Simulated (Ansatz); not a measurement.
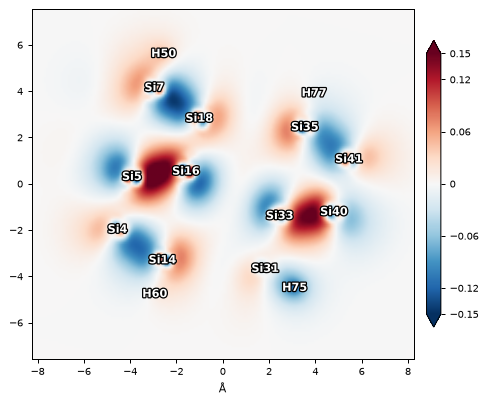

Figure 1: H$_{46}$Si$_{41}$. The HOMO−1 on the plane of atoms Si35, Si41 and Si40 (values in Å⁻³ᐟ²; the overall sign is arbitrary).

Geometry: PBE-D4/def2-SVP.

Theory: Ansatz, RKS PBE0-D4/def2-SVP.

H$_{46}$Si$_{41}$ (Si41H46 off sphere), 87 atoms.

Q: Where does this orbital lie, and at what energy?

A: No atom holds more than about 10 % of it (Hirshfeld); by element the shares are Si 90 % and H 10 %. Its energy is −6.63 eV.
